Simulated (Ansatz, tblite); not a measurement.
# Ru(P5)2 (P10Ru): one state, many levels

Aim: run the singlet of Ru(P5)2 (P10Ru) at one geometry on many levels, and compare frontier levels, spin and run time.

The runs use Ansatz 0.2.0, Gaussian basis; as each input shows.

Plan: GFN1-xTB, GFN2-xTB, PBE-D4/def2-TZVP, r2SCAN-D4/def2-TZVP, r2SCAN0-D4/def2-TZVP, HF/def2-TZVP, PBE-D4/def2-SVP, PBE0-D4/def2-SVP, MP2/def2-SVP, RPA/def2-SVP.

7 further runs of the same task are left out: 3 that didn't finish, 4 set aside as unsound or not needed. Runs told in other sessions of the task aren't counted.

### 1 The relaxed structure

The geometry is that of the singlet, from an earlier relaxation (PBE0-D4/def2-SVP).

11 atoms, charge 0, spin multiplicity 1.

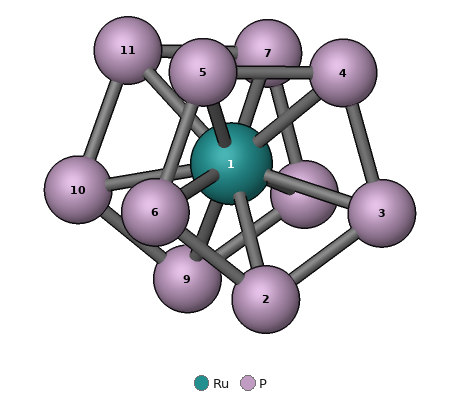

The structure; ruthenium teal, phosphorus pink; atoms are numbered from 1 in the order of the file.

Formally the metal is d6. Ru takes a core potential in the def2 sets. No spin-orbit coupling is included.

PBE0-D4/def2-TZVP was run before; its log isn't repeated, and its numbers join the tables.

### 2 GFN1-xTB

Tight binding, by tblite at 300 K electronic temperature and without a spin-polarisation term:

```python
tblite.interface.Calculator('GFN1-xTB', numbers, positions, charge=0, uhf=0).singlepoint()
```

Energy -809.7580 eV, HOMO -9.66 eV, LUMO -7.88 eV; 0.12 s.

### 3 GFN2-xTB

Tight binding, by tblite at 300 K electronic temperature and without a spin-polarisation term:

```python
tblite.interface.Calculator('GFN2-xTB', numbers, positions, charge=0, uhf=0).singlepoint()
```

Energy -777.7868 eV, HOMO -10.54 eV, LUMO -9.02 eV; 0.13 s.

### 4 PBE-D4/def2-TZVP

start.molden holds the orbitals of an earlier run on this state, given as this run's starting guess.

Contents of in.yaml:

```yaml
crystal:
  periodic: [false, false, false]
  atoms:
    - {symbol: Ru, position_ang: [0.000067, 0.000322, 0.000009]}
    - {symbol: P, position_ang: [-1.701585, 0.633344, 1.720715]}
    - {symbol: P, position_ang: [-1.140878, -1.427997, 1.707527]}
    - {symbol: P, position_ang: [0.993520, -1.532258, 1.709412]}
    - {symbol: P, position_ang: [1.751896, 0.464651, 1.724248]}
    - {symbol: P, position_ang: [0.086316, 1.802767, 1.733008]}
    - {symbol: P, position_ang: [0.974839, -1.523453, -1.727834]}
    - {symbol: P, position_ang: [-1.157970, -1.385990, -1.731000]}
    - {symbol: P, position_ang: [-1.688140, 0.683184, -1.714189]}
    - {symbol: P, position_ang: [0.118145, 1.824137, -1.709250]}
    - {symbol: P, position_ang: [1.763779, 0.461283, -1.712656]}
basis:
  gaussian: {orbitals: def2-TZVP, initial_orbitals: start.molden}
hamiltonian: {xc: pbe, dispersion: d4}
scf: {omitted_lower_state_checks: [starts]}
output: {orbitals: {seedname: orbitals}}
```

Command:

```
> ansatz run in.yaml --threads 4 --pin off --events-out ev --progress --plain --max-ram 6963MiB
```

After this run come: r2SCAN-D4/def2-TZVP; r2SCAN0-D4/def2-TZVP; HF/def2-TZVP; PBE-D4/def2-SVP; PBE0-D4/def2-SVP; MP2/def2-SVP; RPA/def2-SVP.

**Question.** What will the summary of the whole plan be? Wanted: gap in def2-TZVP, named functionals and Hartree-Fock, smallest and largest; correlation energy, MP2/def2-SVP; binding an atom, functionals in def2-TZVP; PBE0 total energy, smallest basis above largest.

The runs gave:

| quantity | value |
| --- | --- |
| gap in def2-TZVP, named functionals and Hartree-Fock, smallest and largest | 2.24 eV (PBE-D4), 9.22 eV (HF) |
| correlation energy, MP2/def2-SVP | -48.28 eV |
| binding an atom, functionals in def2-TZVP | 3.39 (r2SCAN0-D4) to 3.89 eV (PBE-D4) |
| PBE0 total energy, smallest basis above largest | 32.83 eV (def2-SVP, def2-TZVP) |

**Reading.** Orbital gaps of the named functionals and Hartree-Fock in def2-TZVP span 2.24 eV (PBE-D4) to 9.22 eV (HF); exact exchange widens it.
